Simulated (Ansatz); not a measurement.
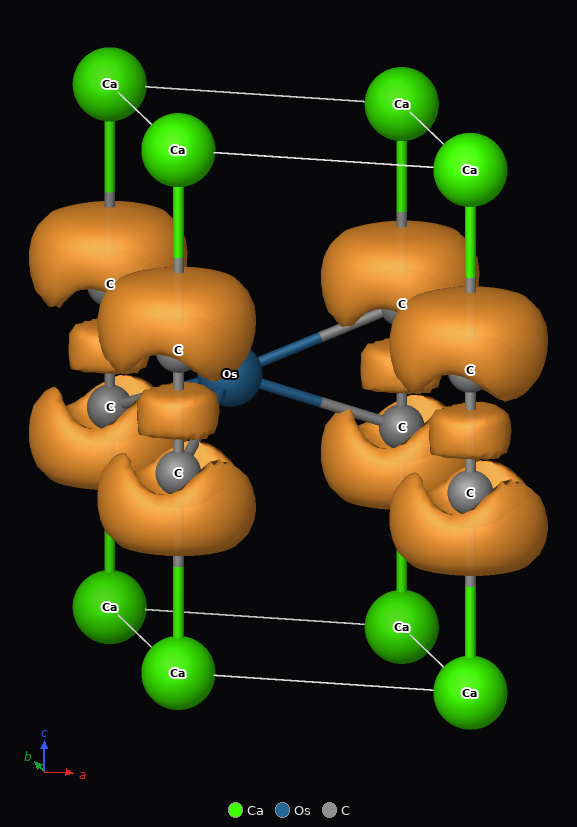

CaOsC2. Isosurface of the electron localisation function at 0.7 (orange), seen slightly off an axis. Only the valence region is drawn (cores and ρ < 0.01 e/Å³ removed). Sticks mark near contacts.

Space group P-6m2; a structure generated by program, which may or may not match a known phase; computed without spin polarisation.

Method: DFT PBE, scalar-relativistic, plane waves, PAW in Ansatz.

Core electrons are frozen (PAW), and the valence fields are smoothed inside the atomic spheres.

Identify the bonds, lone pairs and shells in this picture.

At this value the surface marks out one region between bonded C–C atoms and two regions wrapped around C (the valence shell of each), counted in one cell of 4 atoms. Regions shared between cells count once. Profiles from the grid: C–C (1.43 Å): the ELF peaks at about 0.85 between the atoms. Os–C (2.12 Å): the ELF peaks at about 0.70 in the valence shell of C, 0.7 Å from its nucleus, and is about 0.35 at the midpoint.
